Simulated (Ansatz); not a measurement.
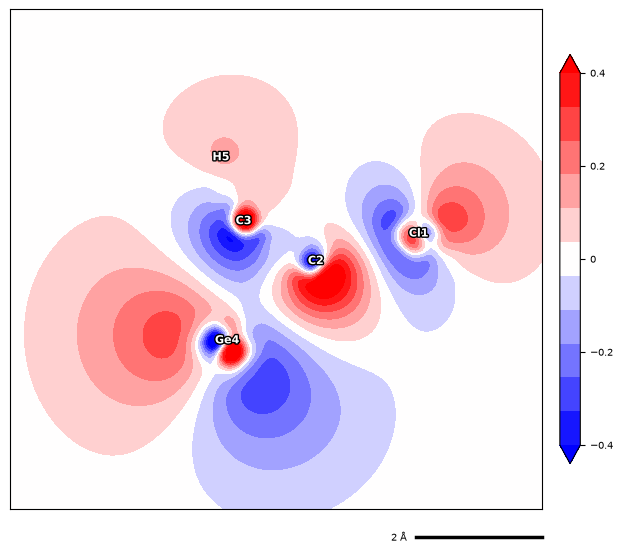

The picture shows: C2H3ClGe (SMILES Cl[C]1=[CH][GeH2]1). One frontier orbital on the plane of atoms C3, C2 and Ge4 (values in Å⁻³ᐟ²; the overall sign is arbitrary).

Geometry: PBE0-D4/def2-TZVP.

These are results of Ansatz, RKS PBE0-D4/def2-TZVPP, not measurements.

```xyz
7

Cl   -1.2741   -2.1375    0.8733
C    -0.3774   -0.7991    0.3212
C     0.9007   -0.4936    0.2108
Ge   -0.2082    0.9490   -0.4146
H     1.8621   -0.9459    0.4159
H    -0.4382    2.1818    0.4633
H    -0.4035    1.1771   -1.9157
```

Question: Which orbital is it: HOMO or LUMO?

Answer: The LUMO, at −0.49 eV. By Hirshfeld shares it lies mainly on Ge4 (about 50 %), Cl1 (about 15 %), C2 (about 15 %) and C3 (about 10 %).
